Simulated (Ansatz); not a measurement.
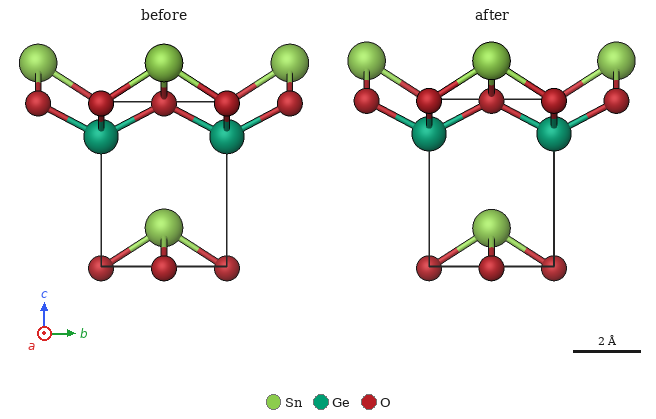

The structure of crystalline SnGeO2 (a generated structure, set up in P4mm) before (left) and after (right) a relaxation, at one scale.

Style: ball-and-stick. Shown: the cell of the calculation, along the a axis.

Computed with DFT PBE, scalar-relativistic, plane waves, PAW in Ansatz 0.2.0.

Input file:
```yaml
crystal:
  lattice:
    - [3.7950126352, 0.0, 0.0]
    - [0.0, 3.7950126352, 0.0]
    - [0.0, 0.0, 4.9710824028]
  atoms:
    - { symbol: Sn, position: [0.5, 0.5, 0.2344645411] }
    - { symbol: Ge, position: [0.0, 0.0, 0.787759498] }
    - { symbol: O, position: [0.0, 0.5, 0.9888874805] }
    - { symbol: O, position: [0.5, 0.0, 0.9888874805] }
basis:
  ecutwfc: 420
kpoints:
  mp_grid: { grid: [8, 8, 6] }
hamiltonian:
  xc: pbe
scf:
  occupations: { method: gaussian, width: 0.02 }
output:
  forces: true
  stress: true
  eigenvalues: true
relax:
  adjacent_minimum: "off"
  f_tol: 0.01
  max_steps: 30
  cell: { stress_tol: 0.1, fix: [volume] }
```

Command:
```bash
ansatz run input.yaml --threads 1 --pin off --max-ram 3072MiB --backend cpu --events-out ev --progress --plain --runs-dir out
```

**What changed between the two?**

Sn1 moves most relative to the cell: 0.030 Å along −c. By element the largest moves are Sn 0.030 Å, Ge 0.025 Å, O 0.003 Å. The drawn cell changes at constant volume: a = b 3.795 → 3.766 Å (−0.8 %), c 4.971 → 5.048 Å (+1.5 %). Some distances before and after: Sn1–O3 2.256 → 2.237 Å, Ge2–O3 2.145 → 2.129 Å. The space group stays P4mm (No. 99). After 4 accepted moves (5 points after the start) the energy has fallen by 3.3 meV per atom. Largest force component: 0.39 eV/Å at the start, 0.0014 eV/Å at the end. Pressure: −2.80 GPa at the start and −0.91 GPa at the end. At 1 point the geometry stayed and the basis and grid were re-selected for the new cell (energy shift of 0.1 meV per atom at most each time). Cost: 71 s on 1 thread of Arm Neoverse V2, with other jobs on the host, peak memory 0.42 GiB.

Limits of the set-up: layers or molecules are held without a dispersion correction, so their spacing is unreliable.
